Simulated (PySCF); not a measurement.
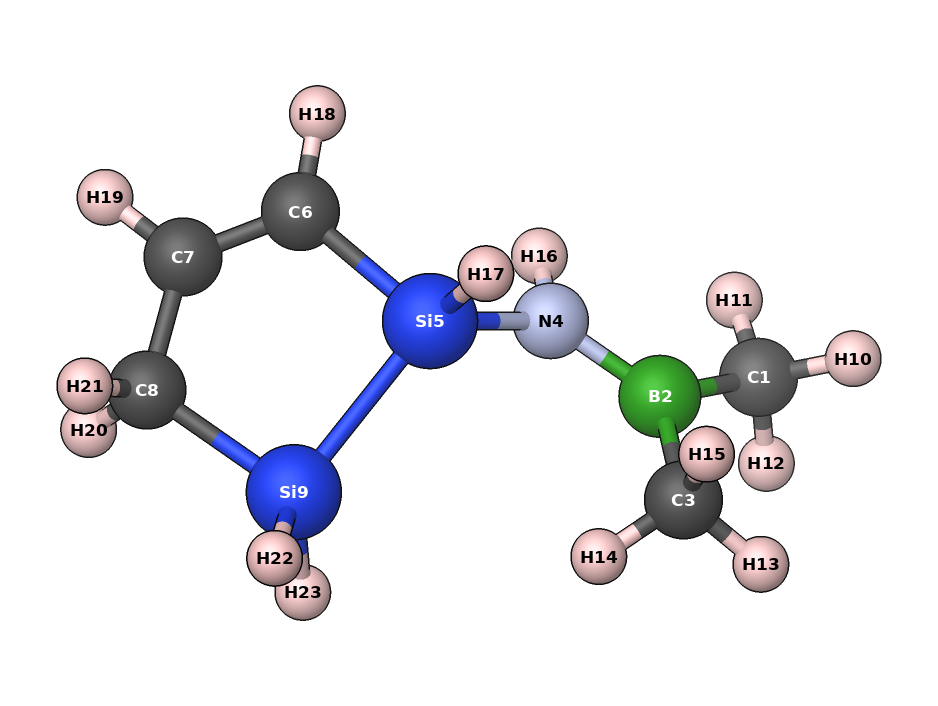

The computed structure is the end point of a GFN2-xTB optimisation. No frequency run is at hand to confirm it as a minimum. Electric field gradients from the ground-state density, PBE0/pcSseg-1 (PySCF 2.14.0), non-relativistic apart from any core potentials.

Give the largest field-gradient component, the quadrupole coupling constant and the asymmetry for 11B at B2 (Q = 40.59 mb), 14N at N4 (Q = 20.44 mb), 2H at H10 (Q = 2.86 mb), 2H at H11 (Q = 2.86 mb), 2H at H12 (Q = 2.86 mb), 2H at H13 (Q = 2.86 mb).

| atom | V_zz (a.u.) | e²qQ/h (MHz) | η |
| --- | --- | --- | --- |
| B2 | 0.445 | 4.24 | 0.13 |
| N4 | 0.440 | 2.11 | 0.94 |
| H10 | 0.322 | 0.216 | 0.02 |
| H11 | 0.322 | 0.216 | 0.01 |
| H12 | 0.322 | 0.216 | 0.02 |
| H13 | 0.323 | 0.217 | 0.02 |

The geometry is semi-empirical. Around B, Si such bond lengths and angles can be off by a tenth of an ångström or more and by several degrees, and values that hang on the shape move with them.
